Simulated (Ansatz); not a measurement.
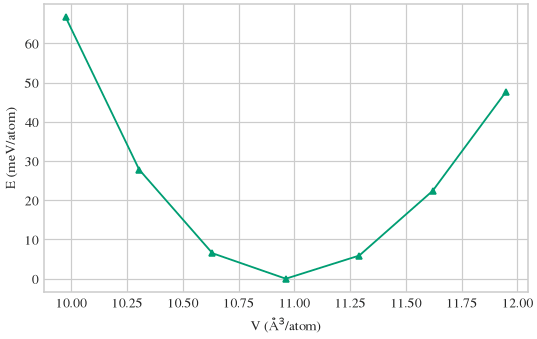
Figure. AlNi$_{3}$ (Cu3Au type, Pm-3m) under volume change, DFT-r²SCAN in the program Ansatz with PAW potentials, scaled uniformly.

### Question
What does a third-order Birch–Murnaghan fit give for V₀, B₀ and B′?

### Answer
V₀ = 10.96 Å³/atom, B₀ = 202 GPa, B′ = 4.6.

Symmetry was held in the r²SCAN relaxation. Spin order of the final state: ferromagnetic, the only order run, not a proven ground state. Other orbital occupations within this spin state were not tried.

Potentials: the later of the program's two PAW sets.
